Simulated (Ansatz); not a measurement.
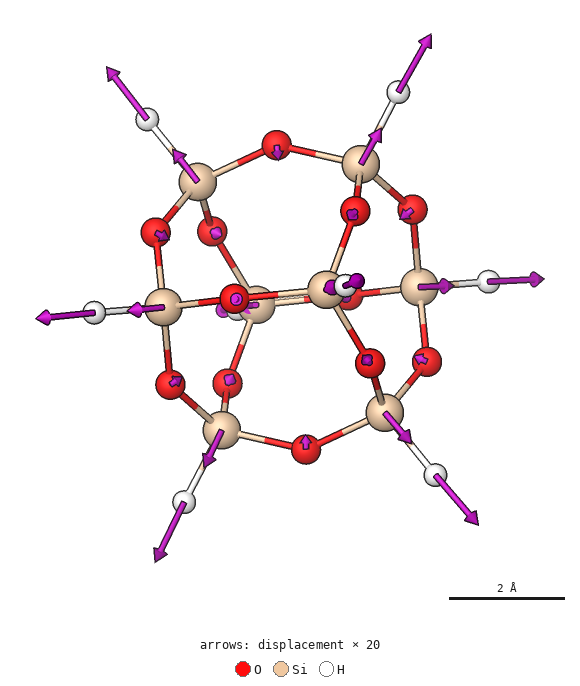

This is a relaxation of Si$_{8}$H$_{8}$O$_{12}$. The starting structure is drawn; purple arrows show the displacements, magnified 20 times. The two geometries are superimposed by the best rigid fit.

A ball-and-stick model, seen from a free direction.

The start comes from GFN2-xTB.

Method: RKS PBE0-D4/def2-TZVP (Ansatz).

Input
```yaml
crystal:
  periodic: [false, false, false]
  atoms:
    - {symbol: O, position_ang: [1.231690, 2.321980, 0.444680]}
    - {symbol: Si, position_ang: [1.401170, 1.415910, 1.771360]}
    - {symbol: O, position_ang: [-0.029720, 1.078320, 2.440850]}
    - {symbol: Si, position_ang: [-1.446910, 0.337430, 2.213120]}
    - {symbol: O, position_ang: [-2.264690, 1.004760, 0.990520]}
    - {symbol: Si, position_ang: [-2.247350, 1.302780, -0.596860]}
    - {symbol: O, position_ang: [-1.008050, 2.255750, -1.002730]}
    - {symbol: Si, position_ang: [0.602420, 2.378380, -1.042440]}
    - {symbol: O, position_ang: [1.254250, 1.251150, -1.998410]}
    - {symbol: Si, position_ang: [1.447820, -0.338600, -2.212700]}
    - {symbol: O, position_ang: [2.265530, -1.000390, -0.986580]}
    - {symbol: Si, position_ang: [2.247580, -1.301760, 0.600660]}
    - {symbol: O, position_ang: [2.233590, 0.066970, 1.458890]}
    - {symbol: O, position_ang: [1.008970, -2.259080, 1.001420]}
    - {symbol: Si, position_ang: [-0.601650, -2.380180, 1.038280]}
    - {symbol: O, position_ang: [-1.253020, -1.250690, 1.992340]}
    - {symbol: O, position_ang: [-1.228770, -2.325610, -0.449380]}
    - {symbol: Si, position_ang: [-1.402940, -1.414090, -1.771500]}
    - {symbol: O, position_ang: [-2.236400, -0.067990, -1.451380]}
    - {symbol: O, position_ang: [0.028240, -1.075490, -2.440960]}
    - {symbol: H, position_ang: [2.159030, 2.183420, 2.729190]}
    - {symbol: H, position_ang: [-2.230350, 0.518150, 3.410800]}
    - {symbol: H, position_ang: [-3.463240, 2.008280, -0.920830]}
    - {symbol: H, position_ang: [0.927520, 3.666580, -1.604690]}
    - {symbol: H, position_ang: [2.231720, -0.524050, -3.409360]}
    - {symbol: H, position_ang: [3.464600, -2.005450, 0.924270]}
    - {symbol: H, position_ang: [-0.928390, -3.667420, 1.601410]}
    - {symbol: H, position_ang: [-2.162680, -2.179060, -2.729970]}
basis:
  gaussian: {orbitals: def2-TZVP}
hamiltonian: {xc: pbe0, dispersion: d4}
relax: {f_tol: 0.005, max_steps: 150}
```

### Atoms of which element are displaced furthest, and by how much?

Hydrogen: up to 0.061 Å, against 0.038 Å for silicon.

### Describe the change and its energy.

The energy falls by 25.7 kJ/mol in 4 geometry steps. The largest force component goes from 0.7 to 0.0024 eV/Å. The largest moves after the best rigid fit, 0.061 Å, are those of 8 atoms (H21, H22, H23, H24 and others). Largest moves by element: H 0.061 Å, Si 0.038 Å, O 0.015 Å. Among the contacts that change: Si10–H25 1.443 → 1.465 Å, O11–Si12 1.616 → 1.623 Å. Bond angles that change, for instance: Si8–O9–Si10 144.4° → 148.0°, Si2–O13–Si12 144.5° → 148.1°.
